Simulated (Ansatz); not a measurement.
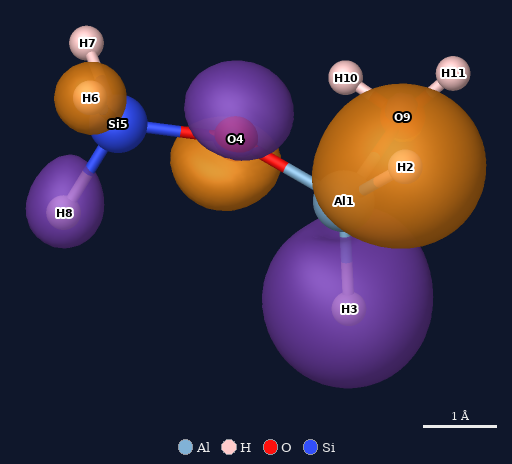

The picture shows: AlH₇O₂Si. The HOMO at ±0.1 Å⁻³ᐟ² (orange and purple are the two phases), seen at a tilt.

Method: Ansatz, RKS PBE0/def2-SVP.

```xyz
11

Al    0.1887   -0.0086    0.2049
H     0.7267   -0.5003    1.6267
H     1.1461    0.1144   -1.0577
O    -1.5026   -0.3276   -0.1300
Si   -2.7332   -1.2249   -0.7486
H    -2.9350   -2.4903    0.0261
H    -4.0053   -0.4370   -0.6839
H    -2.4892   -1.5917   -2.1798
O    -0.3715    1.8603    0.6820
H    -1.3286    1.7344    0.5506
H    -0.2398    2.1183    1.6039
```

**Where does this orbital lie, and at what energy?**

It lies mainly on H3 (about 25 %), Al1 (about 25 %), H2 (about 25 %) and O4 (about 15 %). Its energy is −7.50 eV.
